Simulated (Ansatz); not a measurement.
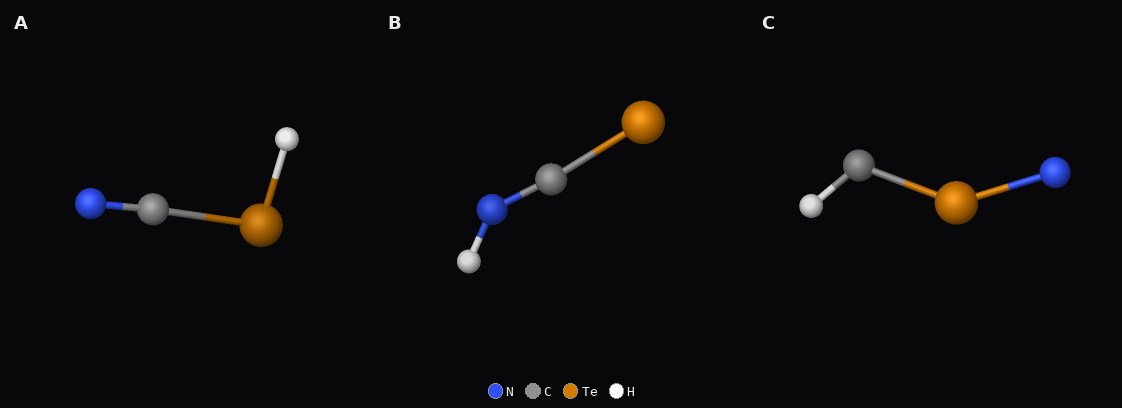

3 stationary structures of one formula. Geometries: PBE0-D4/def2-TZVP. Electronic energies: RHF-CCSD(T) (frozen core)/def2-TZVPP (Ansatz 0.2.0), without zero-point energy. No frequency run is at hand to confirm each as a minimum.

**Which structure is the most stable?**

B is lowest; A lies 0.4 kJ/mol above it, C lies 555.1 kJ/mol above it (Cs).
